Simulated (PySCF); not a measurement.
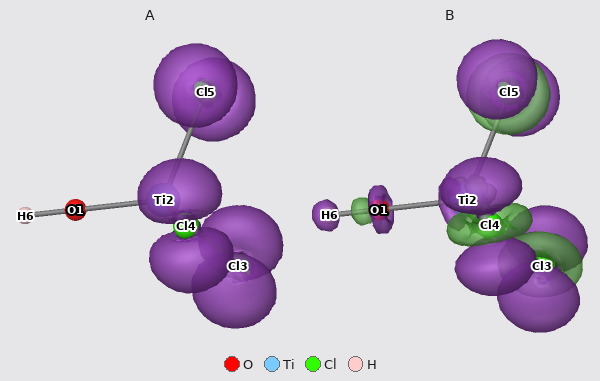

Figure 1: Cl3HOTi, SMILES `O[Ti](Cl)(Cl)Cl`. The Fukui function f⁻ from two separate SCF calculations and the density of the HOMO, at ±0.03 e/Å³ (purple positive, green negative).

PySCF calculation, CAM-B3LYP/def2-SVPD, gas phase; geometry: GFN2-xTB. This is a single-reference result, which may miss multireference character in this system. No frequency check shows the geometry to be a minimum. GFN2-xTB bond lengths at metals and heavier atoms can be off by up to 0.1 Å and shapes distorted, which carries into these values.

Geometry (Å), atoms numbered from 1:

```
O1      -0.0045   -0.0013   -2.0260
Ti2     -0.0004    0.0000   -0.3592
Cl3      0.7305    1.7882    0.5297
Cl4      1.1849   -1.5254    0.5302
Cl5     -1.9123   -0.2621    0.5339
H6      -0.0076   -0.0014   -2.9853
```

**Which panel is which, and how good is the frozen-orbital picture?**

B is f⁻ (it has negative regions), A the HOMO density. The HOMO lies on Cl3, Cl4 and Cl5 (32 % each); f⁻ (Hirshfeld-condensed) is largest on Cl3, Cl4 and Cl5 (0.28 each); the vertical ionisation energy is 11.28 eV (the stability of the cation's solution wasn't checked). Relaxation shifts 11 % of the electron between atoms. The orbital energy is −10.38 eV.
